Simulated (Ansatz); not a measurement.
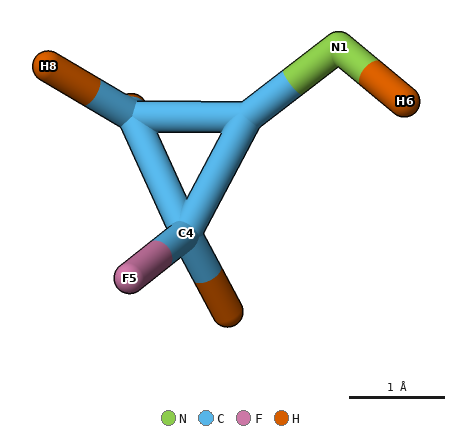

This is the input geometry for a relaxation of C3H4FN. Style: stick. Shown from a free direction.

The run prepares the start of a later molecular dynamics calculation, from a guessed geometry.

Computed with UKS PBE0-D4/6-31G (Ansatz 0.2.0).

Input
```yaml
crystal:
  periodic: [false, false, false]
  atoms:
    - { symbol: "N", position_ang: [-0.6172, 0.4575, 1.6572] }
    - { symbol: C, position_ang: [-0.1678, 0.121, 0.5496] }
    - { symbol: C, position_ang: [0.9853, -0.3459, -0.0451] }
    - { symbol: C, position_ang: [-0.311, -0.0968, -0.8115] }
    - { symbol: F, position_ang: [-0.4003, 0.9485, -1.7095] }
    - { symbol: H, position_ang: [-1.6454, 0.7901, 1.5063] }
    - { symbol: H, position_ang: [1.3383, -1.3632, 0.1765] }
    - { symbol: H, position_ang: [1.8495, 0.3798, -0.217] }
    - { symbol: H, position_ang: [-0.943, -0.9372, -1.1237] }
magnetization:
  spin_polarized: true
basis:
  gaussian: { orbitals: "6-31G" }
hamiltonian:
  xc: pbe0
  dispersion: d4
relax:
  f_tol: 0.02
  max_steps: 40
```

Run as
```bash
ansatz run input.yaml --threads 2 --pin off --max-ram 3072MiB --backend cpu --events-out ev --progress --plain --runs-dir out
```

Q: Predict the outcome.

A: After 9 accepted moves (11 points after the start) the energy has fallen by 0.535 eV. Largest force component: 4.4 eV/Å at the start, 0.0087 eV/Å at the end. The line search rejected the trial steps at points 4, 10 of the run. The atom that moves furthest after the best rigid fit is H6 (0.16 Å). By element the largest moves are H 0.16 Å, N 0.12 Å, C 0.08 Å, F 0.04 Å. Near-neighbour distances that change, for instance: C2–C3 1.379 → 1.473 Å, C2–C4 1.386 → 1.474 Å, N1–H6 1.091 → 1.029 Å, C3–H8 1.142 → 1.088 Å. Among the angles between lasting bonds that change: C2–N1–H6 107.5° → 113.6°, C3–C2–C4 67.0° → 62.7°, C2–C4–H9 117.4° → 121.3°.

Final geometry:

```xyz
9

N    -0.6842    0.5373    1.7112
C    -0.2120    0.1243    0.6128
C     1.0045   -0.3620   -0.0598
C    -0.3004   -0.1401   -0.8344
F    -0.3724    0.9435   -1.7313
H    -1.6574    0.8653    1.6437
H     1.3539   -1.3824    0.0715
H     1.7967    0.3673   -0.2125
H    -0.8404   -0.9994   -1.2183
```

After the run, drawn alike:

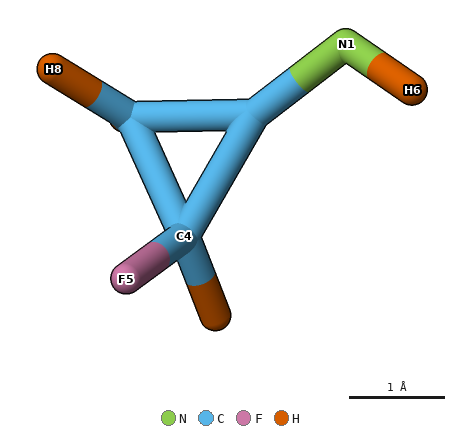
